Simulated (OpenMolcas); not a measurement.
# singlet SiH2O2F−: levels of theory compared

Wanted: a comparison of 6 runs (HF/aug-cc-pVDZ, B3LYP/6-31G*, B3LYP/aug-cc-pVDZ, SVWN5/aug-cc-pVDZ, revPBE/aug-cc-pVDZ) of singlet SiH2O2F−. 

The calculation is run with OpenMolcas 26.06.

1 further run of the same task is left out (set aside as unsound or not needed).

### 1 The structure to begin with

The species is SiH2O2F− (6 atoms), meant as a singlet with charge -1. SMILES of the parent species: `O[Si](O)F`. The shape is that of a PBE0-D4/def2-TZVP optimisation. This is one conformer, not always the lowest. That shape belongs to the parent species and isn't relaxed for this state.

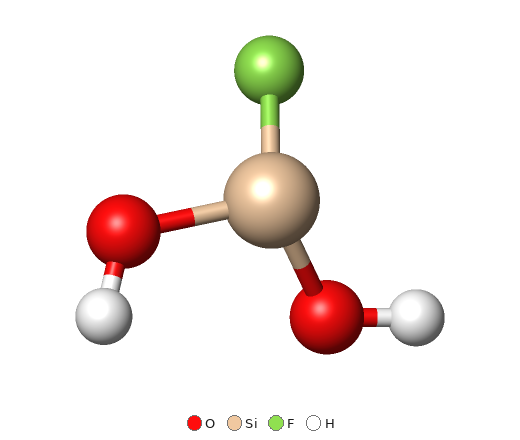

The structure, seen from a chosen angle (oxygen red, silicon light orange, fluorine green, hydrogen white).

### 2 The energy at HF/aug-cc-pVDZ (run 1)

test.input reads:

```
* FH2O2Si Hartree-Fock
>>> EXPORT MOLCAS_PRINT=2

&GATEWAY
 BasLib
 $CurrDir
 Coord
 6
 angstrom
 O       -0.887300       1.032000      -0.626300
 Si       0.382900       0.026200      -0.446500
 O        0.346300      -0.560700       1.083400
 F        0.159400      -1.133900      -1.516300
 H       -1.051600       1.658800       0.081100
 H        1.092300      -1.086600       1.378500
 Basis
 aug-cc-pVDZ
 Group
 NoSym

&SEWARD

&SCF
 Charge
 -1
 Thresholds
 1e-10 1e-07 1e-07 1e-05
 PrOrbitals
 0
```

The basis set aug-cc-pVDZ is read from a file made from the Basis Set Exchange's data (not shown).

Command:

```console
export MOLCAS_MEM=1860
pymolcas test.input > test.log
```

The log of the run:

```text
--- Start Module: gateway ---
[...]
--- Stop Module: gateway /rc=_RC_ALL_IS_WELL_ ---
--- Start Module: seward ---
[...]
      Basis functions          114
--- Stop Module: seward /rc=_RC_ALL_IS_WELL_ ---
[...]
--- Start Module: scf ---
[...]
       Convergence after  17 Iterations
[...]
::    Total SCF energy                               -539.4030221886
[...]
      Total spin, S                                     0.0000000000
[...]
      Total electronic charge=   42.000000
      Total            charge=   -1.000000
[...]
      Dipole Moment (debye):
      Origin of the operator (angstrom)=    0.0633   -0.1568   -0.4015
                   X= -3.1111E+00               Y= -1.4643E+00               Z=  2.0311E+00           Total=  3.9935E+00
      Center of Charge (angstrom)
[...]
--- Stop Module: scf /rc=_RC_ALL_IS_WELL_ ---
[...]
```

Run time: 17 s. Hardware: 1 thread of Arm Neoverse V1, shared host; peak memory 0.69 GiB.

### 3 The energy at B3LYP/6-31G(d) (spherical functions) (run 2)

run.inp reads:

```
* FH2O2Si Kohn-Sham DFT
>>> EXPORT MOLCAS_PRINT=2

&GATEWAY
  BasLib
  $CurrDir
  Coord
  6
  angstrom
  O       -0.887300       1.032000      -0.626300
  Si       0.382900       0.026200      -0.446500
  O        0.346300      -0.560700       1.083400
  F        0.159400      -1.133900      -1.516300
  H       -1.051600       1.658800       0.081100
  H        1.092300      -1.086600       1.378500
  Basis
  6-31Gs
  Group
  NoSym

&SEWARD
  GridInput
  Grid=UltraFine
  End of Grid

&SCF
  Charge
  -1
  KSDFT
  B3LYP
  Thresholds
  1e-10 1e-07 1e-07 1e-05
  PrOrbitals
  1
```

The basis set 6-31G* is read from a file made from the Basis Set Exchange's data (not shown).

Command:

```console
export MOLCAS_MEM=1860
pymolcas run.inp > run.log
```

The log of the run:

```text
--- Start Module: gateway ---
[...]
--- Stop Module: gateway /rc=_RC_ALL_IS_WELL_ ---
--- Start Module: seward ---
[...]
      Basis functions           64
--- Stop Module: seward /rc=_RC_ALL_IS_WELL_ ---
[...]
--- Start Module: scf ---
[...]
       Convergence after  18 Iterations
[...]
::    Total KS-DFT energy                            -541.0623006910
[...]
      Total spin, S                                     0.0000000000
[...]
      Total electronic charge=   42.000000
      Total            charge=   -1.000000
[...]
      Dipole Moment (debye):
      Origin of the operator (angstrom)=    0.0633   -0.1568   -0.4015
                   X= -1.8298E+00               Y= -1.0631E+00               Z=  1.9252E+00           Total=  2.8608E+00
      Center of Charge (angstrom)
[...]
--- Stop Module: scf /rc=_RC_ALL_IS_WELL_ ---
[...]
```

It took 17 s on 1 thread of Arm Neoverse V1, shared host; peak memory 0.4 GiB.

Runs 3 to 5 aren't shown in full; the table further down has their settings and results.

### 4 The energy at revPBE/aug-cc-pVDZ (run 6)

input.xyz reads:

```xyz
6

O     -0.887300     1.032000    -0.626300
Si     0.382900     0.026200    -0.446500
O      0.346300    -0.560700     1.083400
F      0.159400    -1.133900    -1.516300
H     -1.051600     1.658800     0.081100
H      1.092300    -1.086600     1.378500
```

calc.input reads:

```
>>> EXPORT MOLCAS_PRINT=2

&GATEWAY
  BasLib = $CurrDir
  Coord = input.xyz
  Basis = aug-cc-pVDZ
  Group = NoSym

&SEWARD
  GridInput
  Grid=UltraFine
  End of Grid

&SCF
  Charge = -1
  KSDFT = revPBE
  Thresholds = 1e-10 1e-07 1e-07 1e-05
  PrOrbitals = 1 1
```

The basis set aug-cc-pVDZ is read from a file made from the Basis Set Exchange's data (not shown).

Command:

```console
export MOLCAS_MEM=1860
pymolcas calc.input > calc.log
```

The log of the run:

```text
--- Start Module: gateway ---
[...]
--- Stop Module: gateway /rc=_RC_ALL_IS_WELL_ ---
--- Start Module: seward ---
[...]
      Basis functions          114
--- Stop Module: seward /rc=_RC_ALL_IS_WELL_ ---
[...]
--- Start Module: scf ---
[...]
       Convergence after  24 Iterations
[...]
::    Total KS-DFT energy                            -541.0020772393
[...]
      Total spin, S                                     0.0000000000
[...]
      Total electronic charge=   42.000000
      Total            charge=   -1.000000
[...]
      Dipole Moment (debye):
      Origin of the operator (angstrom)=    0.0633   -0.1568   -0.4015
                   X= -2.0501E+00               Y= -1.0553E+00               Z=  9.3451E-01           Total=  2.4879E+00
      Center of Charge (angstrom)
[...]
--- Stop Module: scf /rc=_RC_ALL_IS_WELL_ ---
[...]
```

Wall time 62 s (1 thread of Arm Neoverse V1, shared host); peak memory 0.69 GiB.

### 5 The series

```csv
run,level,integration grid,Cartesian functions,energy (Eh),HOMO energy (eV),LUMO energy (eV),HOMO–LUMO gap (eV),wall time
1,HF/aug-cc-pVDZ,–,no,-539.403022,-0.99,4.20,5.20,17 s
2,B3LYP/6-31G* (spherical functions),UltraFine,no,-541.062301,2.47,7.03,4.56,17 s
3,B3LYP/6-31G* (Cartesian functions),UltraFine,yes,-541.069469,2.43,6.94,4.51,17 s
4,B3LYP/aug-cc-pVDZ,UltraFine,no,-541.172919,0.68,2.95,2.27,65 s
5,SVWN5/aug-cc-pVDZ,UltraFine,no,-538.299137,1.12,2.60,1.47,55 s
6,revPBE/aug-cc-pVDZ,UltraFine,no,-541.002077,1.33,2.71,1.38,62 s
```

### 6 Summary of results

```
                                                    quantity          value
                                         run 6: total energy  -541.00208 Eh
                                          run 6: HOMO energy        1.33 eV
                                          run 6: LUMO energy        2.71 eV
run 6: HOMO–LUMO gap (to an unbound level, set by the basis)        1.38 eV
```

In words: The HOMO–LUMO gap runs from 1.38 eV (revPBE/aug-cc-pVDZ) to 5.20 eV (HF/aug-cc-pVDZ). Exact exchange widens orbital gaps. The empty levels of an anion lie above zero and hang on the basis. Totals of different functionals can't be ranked against each other. In runs 2, 3, 4, 5, 6 the HOMO lies above zero, so the outermost electron may be held by the basis alone. All runs together took 3.9 min, the longest 65 s.
